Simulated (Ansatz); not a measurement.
## BaLiBr3, from a guessed structure to a relaxed one

This structure for BaLiBr3 is made up. Its elements were placed in a known structure type with a cell scaled to their sizes. What cell does the guess relax to, and how far off was it?

Program: Ansatz 0.2.0. Level of theory: DFT, PBE, plane-wave PAW, files of the set soft_1, scalar-relativistic, no spin, cell and ions relaxed at zero pressure; PAW set soft_1, in the first sound run; inputs show where later runs differ. Results are calculated unless marked as measured.

## (1) Starting point

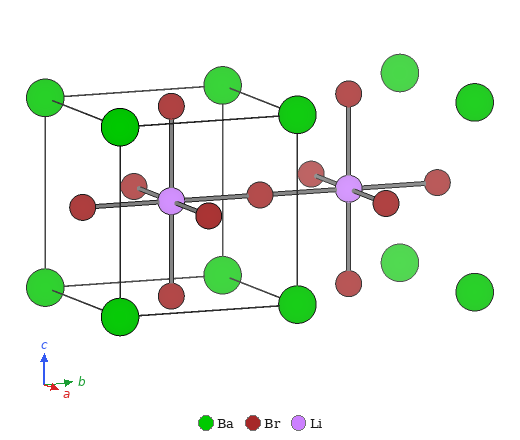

The starting structure, seen slightly off an axis (barium green, bromine red, lithium purple). 1×2×1 cells are drawn. Some periodic images of atoms are drawn too.

## (2) Relaxing cell and atoms

The guess takes its coordinates from another compound and its volume from a rule, so the cell and any free coordinates are relaxed together.

input.yaml reads:

```yaml
crystal:
  lattice:
    - [5.032, 0.0, 0.0]
    - [0.0, 5.032, 0.0]
    - [0.0, 0.0, 5.032]
  atoms:
    - { symbol: Ba, position: [0.0, 0.0, 0.0] }
    - { symbol: Br, position: [0.5, 0.0, 0.5] }
    - { symbol: Br, position: [0.5, 0.5, 0.0] }
    - { symbol: Br, position: [0.0, 0.5, 0.5] }
    - { symbol: Li, position: [0.5, 0.5, 0.5] }
kpoints:
  mp_grid: { grid: [5, 5, 5] }
scf:
  occupations: { method: fermi_dirac, width: 0.05 }
hamiltonian:
  xc: pbe
  pseudopotentials: { kind: paw, azcp: { folder: soft_1 } }
relax:
  f_tol: 0.015
  max_steps: 70
  cell: {}
output:
  forces: true
  stress: true
```

Run with:

```bash
> ansatz run input.yaml --threads 4 --pin off --max-ram 8192MiB --backend cpu --events-out ev --progress --plain --runs-dir out
```

Numbers of over 12 decimals in the logs are rounded to 6 here.

What it wrote:

```text
Engine: ansatz 0.2.0, aarch64-unknown-linux-gnu
Pseudopotentials: kind: paw
Pseudopotential: Ba, paw, valence charge 10, recommended cutoff 420 eV (normal), soft_1/Ba.paw.azcp
Pseudopotential: Br, paw, valence charge 7, recommended cutoff 420 eV (normal), soft_1/Br.paw.azcp
Pseudopotential: Li, paw, valence charge 3, recommended cutoff 420 eV (normal), soft_1/Li.paw.azcp
Functional definition: PBE
  parameter kappa = 0.804
  parameter beta = 0.066725
  exchange = pbe_x(kappa = kappa, mu = beta*pi^2/3)
  correlation = pbe_c(beta = beta)
Crystal: 5 atoms, lattice volume = 127.415 Å³
Basis set: ecut = 420 eV, 2517 PW (Γ), exchange–correlation on 72×72×72 points (8 copies of the dense FFT grid, shifted against one another)
Bands: 22, of which v1, the nominal top of the filled ones, is band 17 counted from 1 (16 counted from 0)
Symmetry: 48 space group operations
Space group: Pm-3m (ITA 221), of the structure as read, at distance tolerance 5.0e-5 Å
k-points: 10 of 125
Non-local potential: Ba, projectors of the file, l = 0: 3, l = 1: 2, l = 2: 2, l = 3: 2
Non-local potential: Br, projectors of the file, l = 0: 2, l = 1: 2, l = 2: 2
Non-local potential: Li, projectors of the file, l = 0: 3, l = 1: 2, l = 2: 1
PAW form: soft (Blöchl's): semilocal exchange-correlation on the pseudo side does not see the compensation charge
PAW one-centre angular grid: Ba, 194 points (default); XC on 64 Gauss nodes
PAW one-centre angular grid: Br, 110 points (default); XC on 64 Gauss nodes
PAW one-centre angular grid: Li, 110 points (default); XC on 96 Gauss nodes
Initial density: superposition of atomic densities (chi_scale 0.1, normalization cell, long waves kept (reshape's long-wave potential 0.00 eV rms))
Initial wavefunctions: pseudopotential atomic-orbital guess
Functional: x = pbe(κ = 0.804, μ = 0.219515), c = pbe(β = 0.066725)
SCF iter   1: F=—  HF=-14514.178199 eV  |F-HF|=—  |Δ(HF+E_count)|=         —  Δρ=2.83e-2  dr2=2.29e0  ethr=3.10e-3  ⟨swp⟩=11.3  Hψ=1484  notcnv=0
preconditioner: auto → Resta (q_TF=auto, 2.189 Å⁻¹)  ε∞=3.9  [insulator: Δε(μ)=2.249 eV  Ē_g=10.524 eV  σ=0.050 eV  W_gap=1.00  n_scr=26 (ndim 8)  ℏωp=18.0 eV  f_vac=0.000  D(μ)=0.00/eV (n_scr^D=0)  ε∞_Penn≈3.9]
SCF iter   2: F=—  HF=-14513.395353 eV  |F-HF|=—  |Δ(HF+E_count)|=   7.83e-1  Δρ=1.34e-2  dr2=5.33e-1  ethr=3.10e-3  ⟨swp⟩=3.0  Hψ=508  notcnv=0  defer=8
SCF iter   3: F=—  HF=-14513.180447 eV  |F-HF|=—  |Δ(HF+E_count)|=   2.15e-1  Δρ=3.49e-3  dr2=2.36e-2  ethr=1.57e-3  ⟨swp⟩=3.5  Hψ=487  notcnv=0  defer=8
SCF iter   4: F=—  HF=-14513.181583 eV  |F-HF|=—  |Δ(HF+E_count)|=   1.14e-3  Δρ=6.34e-4  dr2=5.47e-4  ethr=6.95e-5  ⟨swp⟩=2.2  Hψ=396  notcnv=0  defer=8
SCF iter   5: F=—  HF=-14513.182147 eV  |F-HF|=—  |Δ(HF+E_count)|=   5.64e-4  Δρ=9.96e-5  dr2=2.19e-5  ethr=1.61e-6  ⟨swp⟩=2.0  Hψ=357  notcnv=0  defer=8
SCF iter   6: F=—  HF=-14513.182262 eV  |F-HF|=—  |Δ(HF+E_count)|=   1.15e-4  Δρ=2.21e-5  dr2=9.66e-7  ethr=6.44e-8  ⟨swp⟩=2.0  Hψ=390  notcnv=0  defer=8
SCF iter   7: F=-14513.182263 eV  HF=-14513.182263 eV  |F-HF|=9.23e-8  |Δ(HF+E_count)|=   9.62e-7  Δρ=6.41e-6  dr2=6.76e-8  ethr=2.94e-10  ⟨swp⟩=5.0  Hψ=837  notcnv=0
SCF 1 converged in 7 iterations: F = -14513.182263 eV  dr2 = 6.76e-8
  greatest PAW one-centre occupation: 1.000 electrons in one spin orbital (limit 2), on the Li atom at site 4 (counted from 0), in its partial waves of l = 0
relax step   1: F+E_penalty+E_count = -14513.18226326 eV  Δ(F+E_penalty+E_count) = +0.000e0 eV  max|allowed force component| = 5.561e-30 eV/Å  Δτ_max = 0.0000 Å  P = +3.517 GPa  Ω = 127.415 Å³  (7 SCF iters, dr2 threshold 1.00e-7 eV, accepted)
Crystal: 5 atoms, lattice volume = 141.338 Å³
Basis set: ecut = 420 eV, 2777 PW (Γ), exchange–correlation on 72×72×72 points (8 copies of the dense FFT grid, shifted against one another)
Initial density: handed on by an earlier stage of this run
Initial wavefunctions: those handed on with the density
iter 1 solved again at ethr=1.04e-4 eV; its pass at ethr=3.10e-3 eV (dr2=3.54e-2 eV) is discarded
SCF iter   1: F=—  HF=-14513.333948 eV  |F-HF|=—  |Δ(HF+E_count)|=         —  Δρ=2.81e-3  dr2=3.55e-2  ethr=1.04e-4  ⟨swp⟩=1.1  Hψ=1447  notcnv=0
preconditioner: auto → Resta (q_TF=auto, 2.152 Å⁻¹)  ε∞=3.4  [insulator: Δε(μ)=3.802 eV  Ē_g=11.156 eV  σ=0.050 eV  W_gap=1.00  n_scr=26 (ndim 8)  ℏωp=17.1 eV  f_vac=0.001  D(μ)=0.00/eV (n_scr^D=0)  ε∞_Penn≈3.4]
SCF iter   2: F=—  HF=-14513.322762 eV  |F-HF|=—  |Δ(HF+E_count)|=   1.12e-2  Δρ=1.60e-3  dr2=1.04e-2  ethr=1.04e-4  ⟨swp⟩=2.9  Hψ=371  notcnv=0
SCF iter   3: F=—  HF=-14513.319022 eV  |F-HF|=—  |Δ(HF+E_count)|=   3.74e-3  Δρ=4.26e-4  dr2=4.11e-4  ethr=3.07e-5  ⟨swp⟩=2.0  Hψ=390  notcnv=0
SCF iter   4: F=—  HF=-14513.319146 eV  |F-HF|=—  |Δ(HF+E_count)|=   1.24e-4  Δρ=6.29e-5  dr2=5.16e-6  ethr=1.21e-6  ⟨swp⟩=2.4  Hψ=355  notcnv=0
SCF iter   5: F=-14513.319155 eV  HF=-14513.319154 eV  |F-HF|=2.55e-7  |Δ(HF+E_count)|=   8.65e-6  Δρ=8.83e-6  dr2=2.24e-7  ethr=1.47e-9  ⟨swp⟩=4.9  Hψ=860  notcnv=0
SCF 2 converged in 5 iterations: F = -14513.319155 eV  dr2 = 2.24e-7
relax step   2: F+E_penalty+E_count = -14513.31915467 eV  Δ(F+E_penalty+E_count) = -1.369e-1 eV  max|allowed force component| = 2.261e-30 eV/Å  Δτ_max = 0.0000 Å  P = -0.027 GPa  Ω = 141.338 Å³  energy of the carried Pulay correction = -8.404e-4 eV  (5 SCF iters, dr2 threshold 5.00e-7 eV, accepted)
Initial wavefunctions: pseudopotential atomic-orbital guess (no wavefunctions were taken with the density)
iter 1 solved again at ethr=8.41e-9 eV; its pass at ethr=3.10e-3 eV (dr2=2.86e-6 eV) is discarded
SCF iter   1: F=—  HF=-14513.319755 eV  |F-HF|=—  |Δ(HF+E_count)|=         —  Δρ=1.04e-4  dr2=1.01e-6  ethr=8.41e-9  ⟨swp⟩=4.9  Hψ=2243  notcnv=0
preconditioner: auto → Resta (q_TF=auto, 2.152 Å⁻¹)  ε∞=3.4  [insulator: Δε(μ)=3.615 eV  Ē_g=11.035 eV  σ=0.050 eV  W_gap=1.00  n_scr=26 (ndim 8)  ℏωp=17.1 eV  f_vac=0.001  D(μ)=0.00/eV (n_scr^D=0)  ε∞_Penn≈3.4]
SCF iter   2: F=—  HF=-14513.319974 eV  |F-HF|=—  |Δ(HF+E_count)|=   2.20e-4  Δρ=5.35e-5  dr2=3.18e-7  ethr=2.97e-9  ⟨swp⟩=2.0  Hψ=390  notcnv=0
SCF iter   3: F=—  HF=-14513.320029 eV  |F-HF|=—  |Δ(HF+E_count)|=   5.48e-5  Δρ=4.69e-6  dr2=2.35e-8  ethr=9.36e-10  ⟨swp⟩=2.0  Hψ=390  notcnv=0
SCF iter   4: F=—  HF=-14513.320029 eV  |F-HF|=—  |Δ(HF+E_count)|=   2.38e-7  Δρ=1.45e-6  dr2=2.12e-9  ethr=6.90e-11  ⟨swp⟩=2.5  Hψ=350  notcnv=0
SCF iter   5: F=—  HF=-14513.320029 eV  |F-HF|=—  |Δ(HF+E_count)|=   3.41e-8  Δρ=1.94e-7  dr2=7.21e-11  ethr=6.25e-12  ⟨swp⟩=2.0  Hψ=363  notcnv=0
SCF iter   6: F=-14513.320029 eV  HF=-14513.320029 eV  |F-HF|=0.00e0  |Δ(HF+E_count)|=  1.71e-10  Δρ=3.77e-8  dr2=1.67e-12  ethr=1.00e-12  ⟨swp⟩=4.0  Hψ=750  notcnv=0
SCF 3 converged in 6 iterations: F = -14513.320029 eV  dr2 = 1.67e-12
relax step   3: F+E_penalty+E_count = -14513.32002942 eV  Δ(F+E_penalty+E_count) = -8.747e-4 eV  max|allowed force component| = 2.104e-30 eV/Å  Δτ_max = 0.0000 Å  P = -0.024 GPa  Ω = 141.338 Å³  stress off target by 2.41e-2 GPa  SCF on the basis re-selected at this cell (its energy is not comparable with the rows above)  (6 SCF iters)
basis re-selected at this cell: Δ(F+E_penalty+E_count) = -8.747e-4 eV, ΔP = +0.003 GPa vs the last step (what re-selecting the basis moved, of the pressure what is left beyond the Pulay correction that the steps carried, after the strain that the cell walked since its last selection, with what the two solves' SCF thresholds leave and, on support functions, any second-order correction that the steps lacked; it is no m [...]
SCF converged after 6 iterations
Free energy (F): -14513.320029 eV
Harris-Foulkes:  -14513.320029 eV  (|F-HF|=0.00e0)
Internal energy: -14513.320029 eV  (E = F + TS)
E sigma→0 (E₀):  -14513.320029 eV
Fermi energy:    5.979699 eV
--- Per-component energies (eV) ---
  E_band       = -176.405315
  E_kinetic    = 570.809962
  E_local      = -948.103929  (includes V_loc(G=0)·N_el)
  E_nonlocal   = 227.265554
  E_hartree    = 258.231000
  E_xc         = -799.556015
  E_vxc        = -468.400912  (∫ρ·V_xc dr)
  E_paw        = -12159.917705  (= ΣΔE_a)
  E_vpaw       = -74.438228  (= ΣTr[D̂ρ^β])
  E_aug_tail   = 0.000250  (compensation charges beyond the density's cutoff)
  E_ewald      = -1662.049145
  E_smearing   = -0.000000  (= −TS)
  E_closure    = -0.000000  (closes the sum)
  Σ components = -14513.320029   (vs F -14513.320029, Δ=0.00e0)
--- Forces (eV/Å), atoms counted from 1 ---
  atom   1  Ba     0.00000000     0.00000000    -0.00000000
  atom   2  Br     0.00000000     0.00000000    -0.00000000
  atom   3  Br     0.00000000     0.00000000     0.00000000
  atom   4  Br    -0.00000000    -0.00000000     0.00000000
  atom   5  Li    -0.00000000     0.00000000     0.00000000
  max |Σ_I F_I| component: 2.63e-30 eV/Å
--- Stress (GPa, compression-positive) ---
       -0.024141       0.000000       0.000000
        0.000000      -0.024141      -0.000000
        0.000000      -0.000000      -0.024141
  P = ⅓ Tr σ = -0.0241 GPa (-0.241 kbar)
--- Relaxed structure (2 steps of the walk, 2 accepted, 1 SCFs on fresh bases) ---
  F+E_penalty+E_count = -14513.32002942 eV   max|allowed force component| = 2.104e-30 eV/Å   (the final SCF, on the basis selected at the relaxed cell)
  cell:  # Å, volume = 141.3380 Å³
    - [5.208983, 0, 0.0]
    - [0, 5.208983, 0]
    - [0.0, 0, 5.208983]
  atoms:
    - { symbol: Ba, position: [0, 0, 0] }
    - { symbol: Br, position: [0.5, 0, 0.5] }
    - { symbol: Br, position: [0.5, 0.5, 0] }
    - { symbol: Br, position: [0, 0.5, 0.5] }
    - { symbol: Li, position: [0.5, 0.5, 0.5] }
```

Elapsed: 3.1 s, on 4 threads of Arm Neoverse N1, shared host; peak memory 0.42 GiB; 11 s of CPU time.

Step by step:

| step | energy less that of the first step (eV) | largest force component (eV/Å) | pressure (GPa) | volume (Å³) |
| --- | --- | --- | --- | --- |
| 1 | 0.0000 | 0.0000 | 3.52 | 127.42 |
| 2 | -0.1369 | 0.0000 | -0.03 | 141.34 |
| 3* | -0.1378 | 0.0000 | -0.02 | 141.34 |

Relaxation steps marked * repeat the geometry before them on a plane-wave basis chosen anew for their cell, so energy and pressure can jump there.

The run keeps the 48 symmetry operations that it works with, so distortions that break them were not tested.

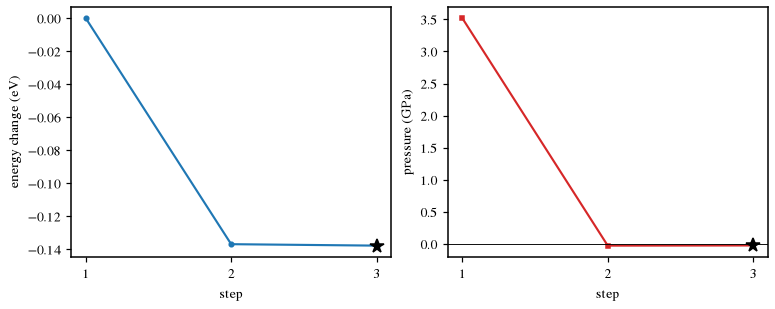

Energy and pressure along the relaxation. Stars mark steps on a basis chosen anew.

| conventional cell, symmetrised | before | after | change |
| --- | --- | --- | --- |
| a (Å) | 5.032 | 5.209 | +3.5 % |
| b (Å) | 5.032 | 5.209 | +3.5 % |
| c (Å) | 5.032 | 5.209 | +3.5 % |
| volume (Å³/atom) | 25.48 | 28.27 | +10.9 % |

The relaxed structure:

```xyz
5
Lattice="5.2090 0.0000 0.0000 0.0000 5.2090 0.0000 0.0000 0.0000 5.2090" Properties=species:S:1:pos:R:3 pbc="T T T"
Ba    0.0000    0.0000    0.0000
Br    2.6045    0.0000    2.6045
Br    2.6045    2.6045    0.0000
Br    0.0000    2.6045    2.6045
Li    2.6045    2.6045    2.6045
```

This step gave:

```
free energy         : -14513.3200 eV
Fermi energy        : 5.980 eV
gap by band count   : 3.615 eV
electrons           : 34
symmetry operations : 48
pressure            : -0.02414 GPa
```

Shortest distances by pair of elements, guess and relaxed (not always the same contact):

| pair | guess (Å) | relaxed (Å) |
| --- | --- | --- |
| Br–Li | 2.516 | 2.604 |
| Ba–Br | 3.558 | 3.683 |
| Br–Br | 3.558 | 3.683 |
| Ba–Li | 4.358 | 4.511 |
| Ba–Ba | 5.032 | 5.209 |

The relaxation ends with a pressure of -0.02 GPa.

[end of part 1 of 2]

[Logs are printed without paths, hosts, clocks, repeated set-up lines and the standing remarks that a program may print on its own settings, such as how far it seeks lower states.]

[Hosts, paths, dates, database ids (printed as entryN), source tags and the programs' standing remarks are cut or masked in the printed files.]
